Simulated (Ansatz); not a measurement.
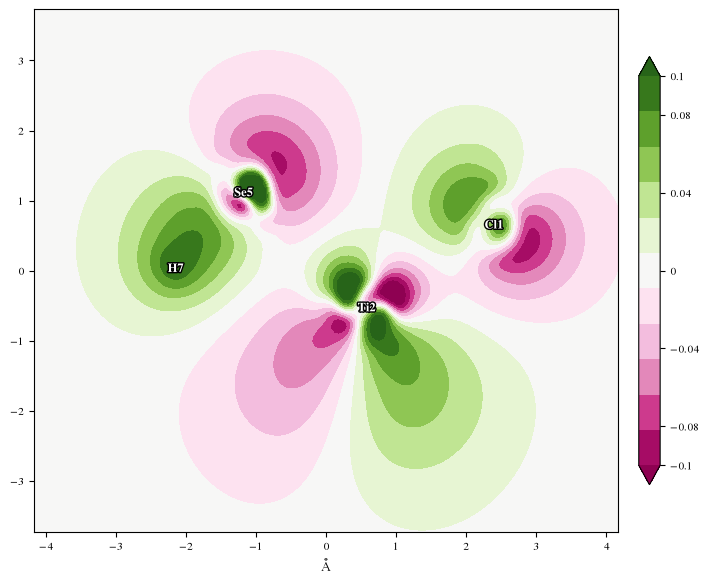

The picture shows: Cl2H2Se2Ti (SMILES [Cl][Ti]([Cl])([SeH])[SeH]). The HOMO−1 on the plane of atoms Cl1, Ti2 and Se5 (values in Å⁻³ᐟ²; the overall sign is arbitrary).

Geometry: PBE0-D4/def2-TZVP.

These are results of RKS PBE0-D4/def2-TZVPP in Ansatz 0.2.0, not measurements.

The calculation's input:

```
crystal:
  periodic: [false, false, false]
  atoms:
    - {symbol: Cl, position_ang: [-0.899359, -2.395076, -0.403764]}
    - {symbol: Ti, position_ang: [0.160243, -0.610394, 0.228786]}
    - {symbol: Cl, position_ang: [1.745567, -0.912976, 1.679017]}
    - {symbol: Se, position_ang: [-1.285675, 0.983379, 1.288865]}
    - {symbol: Se, position_ang: [0.967657, 0.331194, -1.824552]}
    - {symbol: H, position_ang: [-2.094548, 1.040082, 0.058064]}
    - {symbol: H, position_ang: [1.467315, 1.495890, -1.072117]}
basis:
  gaussian: {orbitals: def2-TZVPP}
hamiltonian: {xc: pbe0, dispersion: d4}
output: {orbitals: {seedname: orbitals}}
```

Launched as:

```sh
ansatz run in.yaml --threads 4 --pin off --events-out ev --progress --plain --max-ram 11315MiB
```

> Where does this orbital lie, and at what energy?

It lies mainly on Se4 (about 35 %), Se5 (about 35 %) and Ti2 (about 15 %). Its energy is −8.18 eV.
